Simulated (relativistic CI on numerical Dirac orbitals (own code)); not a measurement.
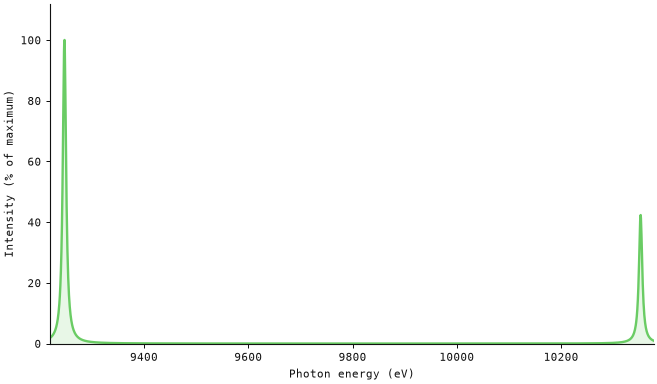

L₂,₃ X-ray absorption of Lu IV (Lu³⁺), [Xe] 4f¹⁴, in no crystal field (free ion). Multiplet model: relativistic Dirac–Coulomb–Breit theory, one configuration a step, Slater integrals scaled by 1, 10 K, Voigt broadening (Lorentzian 7.5 eV, Gaussian 1 eV full widths), computed with a radial Dirac CI code.

Q: What does the spectrum show?

A: The main maxima lie at 9247.3 eV (100) and 10352.4 eV (42), heights in % of the largest; the centroid is at 9575.4 eV. The lower edge holds 0.70 of the intensity (branching ratio, edges parted at 9800 eV), and the core spin-orbit splitting of the orbitals is 1130 eV. The ground state has S = 0.00.

Caveat: free-ion energies, so absolute edge positions are off by a few eV from solids.
